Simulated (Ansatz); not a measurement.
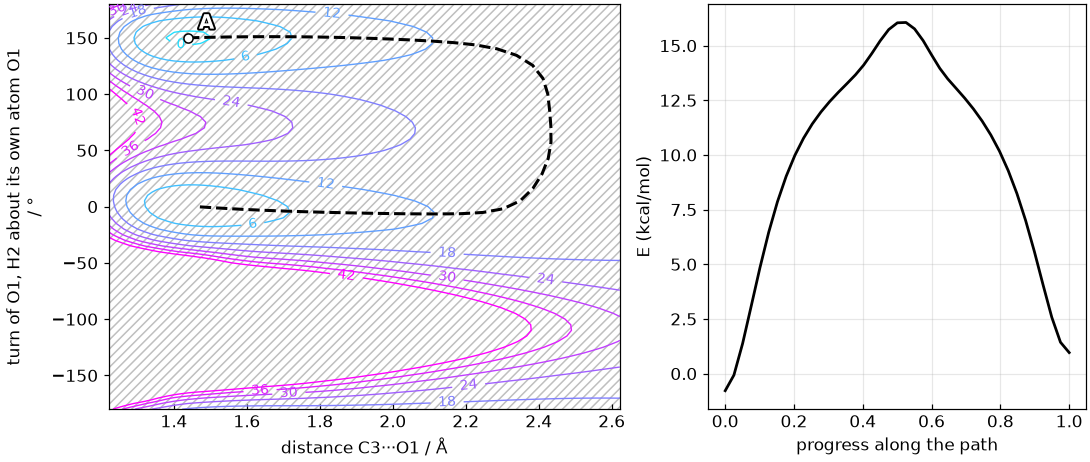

CHO2, charge −1. The turn is about an axis along (−0.83, 0.55, 0.02) in the frame of the relaxed pair, normal to the line between the partners. First axis: distance C3···O1. Second axis: turn of O1, H2 about its own atom O1. Grid: 15 × 15 points. At 17 points there is no value (left out of the scan, as a rule where atoms come close). Points are written as (first, second). Energies are in kcal/mol, from the lowest grid point. All numbers below come from RHF/def2-TZVPD in Ansatz.

Drawn: contour lines labelled in kcal/mol (none above 42), a line along the lowest path, hatched blanks where no value was computed, the energy along the path at the right, the start A. Between grid points the surface is interpolated.

Describe the path and its barrier.

The easiest path leads from the well at about (1.44 Å, 150°) to the well at about (1.46 Å, 0°), about 1.7 kcal/mol higher. Its highest point lies about 17 kcal/mol above the bottom of the first well on the interpolated surface, at about (2.43 Å, 55°). Seen from the upper well the barrier is about 15 kcal/mol. This is the barrier on the constrained surface; relaxing the other coordinates would change it.
